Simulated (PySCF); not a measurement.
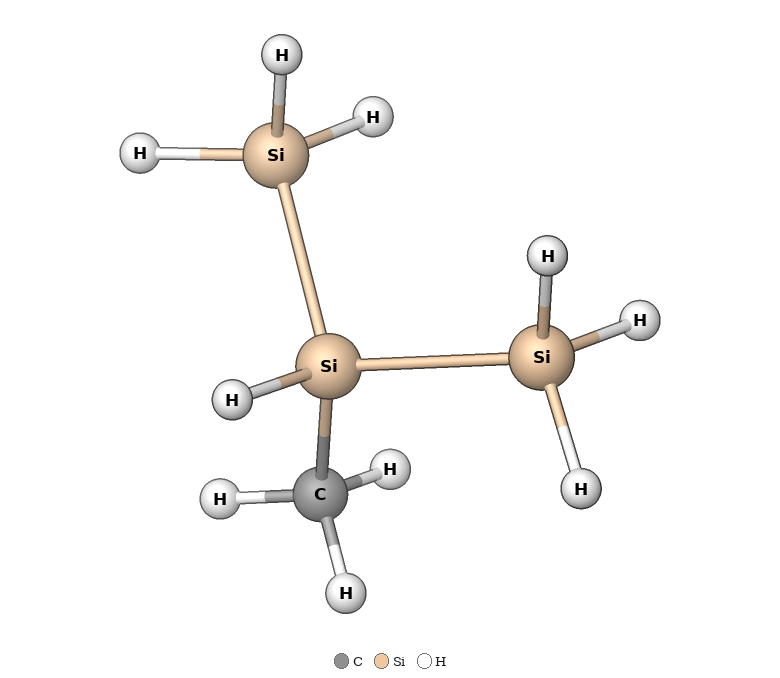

Ball-and-stick drawing of a structure. Every bond is drawn as one stick, whatever its order.

**What is the molecular formula?**

CH10Si3, 14 atoms: 1 carbon, 10 hydrogen and 3 silicon.

**What is its SMILES?**

C[SiH]([SiH3])[SiH3]

The parts below concern this one geometry. Atoms keep their numbers from picture to picture. Computed geometry: PBE0-D3(BJ)/def2-SVP optimisation. No frequency run is at hand to confirm it as a minimum.

### Geometry

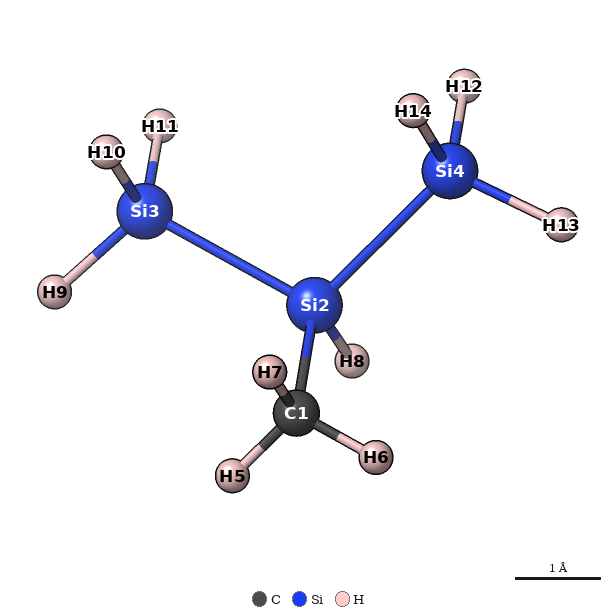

Atoms carry their numbers in the input. No frequency run is at hand to confirm it as a minimum.

**What is the geometry at C1?**

C1 has 4 neighbours (Si2 at 1.89, H5 at 1.10, H6 at 1.10, H7 at 1.10 Å); the arrangement is tetrahedral.

**Describe the coordination of atom 3.**

Si3 has 4 neighbours (Si2 at 2.35, H9 at 1.50, H10 at 1.50, H11 at 1.50 Å); the arrangement is tetrahedral.

**How are the neighbours of atom 2 arranged?**

Si2 has 4 neighbours (C1 at 1.89, Si3 at 2.35, Si4 at 2.35, H8 at 1.50 Å); the arrangement is tetrahedral.

### Dipole moment

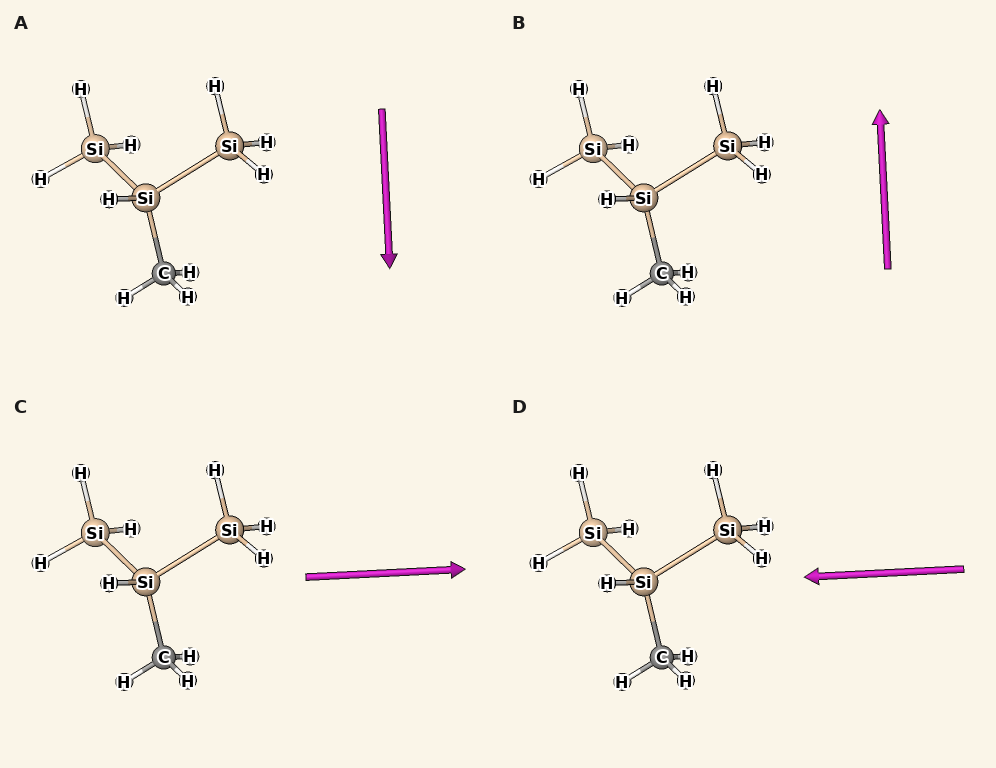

The same molecule four times, each with an arrow. No frequency run is at hand to confirm it as a minimum. Method: PBE0/6-311+G(2d,p), gas phase (PySCF 2.14.0).

**Which arrow points along the dipole moment, from the negative to the positive end?**

A. The dipole moment is 0.99 D.

### NMR shielding

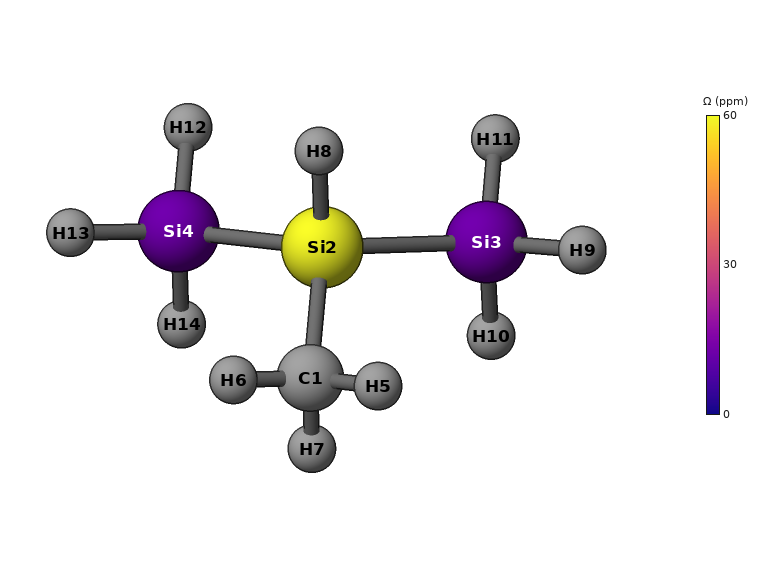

The Si atoms are coloured by the span of their shielding tensor. No frequency run is at hand to confirm it as a minimum. Level of theory: GIAO PBE0/6-31G* NMR shielding, non-relativistic, gas phase (PySCF 2.14.0). Principal shieldings σ11 ≤ σ22 ≤ σ33, span Ω = σ33 − σ11, skew κ = 3(σiso − σ22)/Ω.

**Which Si atom has the most anisotropic shielding?**

Si2, with a span of 59 ppm.

Give the shielding tensors of the Si atoms.

| atom | σ11 | σ22 | σ33 | σiso | Ω | κ |
| --- | --- | --- | --- | --- | --- | --- |
| Si2 | 454.1 | 455.8 | 513.3 | 474.4 | 59.2 | 0.94 |
| Si3, Si4 | 482.3 | 486.8 | 495.0 | 488.0 | 12.7 | 0.29 |

Shieldings and span in ppm.

### Charges

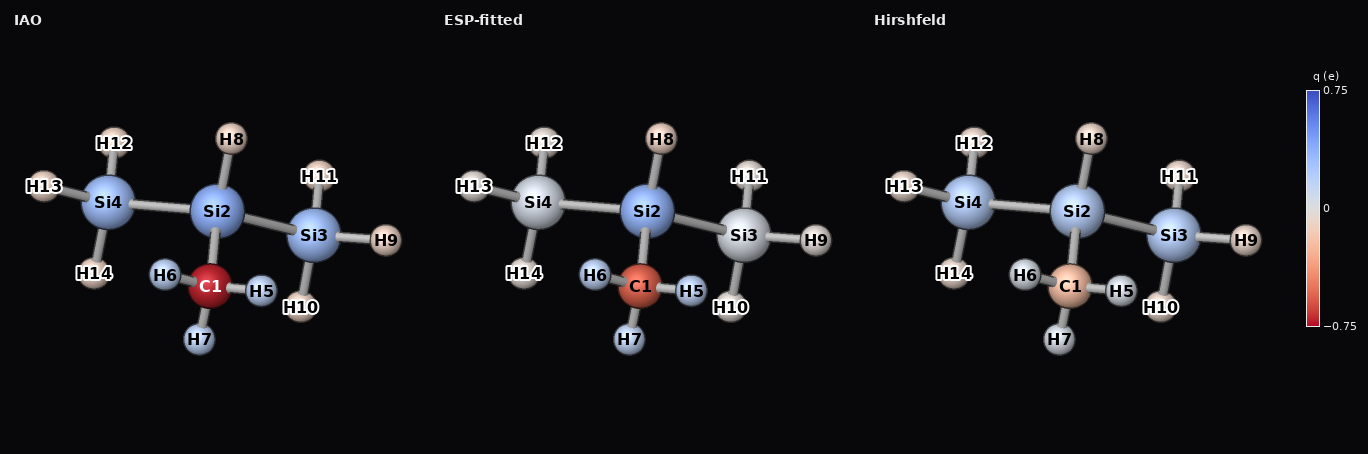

Atomic charges of one calculation by 3 schemes, on one colour scale. No frequency run is at hand to confirm it as a minimum. Computed with PBE0/IGLO-III (PySCF 2.14.0).

**Which scheme gives the most polar picture (largest mean size of the charges)?**

The IAO charges are the largest in size here, and the Hirshfeld charges the smallest.

**On which atom do the schemes disagree most?**

On C1 (from −0.70 to −0.21 e).

List the charges (e), one line for each set of equivalent atoms. Atoms whose distances differ by more than 0.02 Å in this geometry are listed apart.

```csv
atom,IAO,ESP-fitted,Hirshfeld
C1,−0.70,−0.55,−0.21
Si2,0.35,0.33,0.19
"Si3, Si4",0.28,0.04,0.20
"H5, H6",0.16,0.15,0.05
H7,0.16,0.15,0.05
H8,−0.10,−0.10,−0.08
H9,−0.10,−0.03,−0.07
"H10, H14",−0.10,−0.03,−0.07
"H11, H12",−0.10,−0.04,−0.07
H13,−0.10,−0.03,−0.07
```
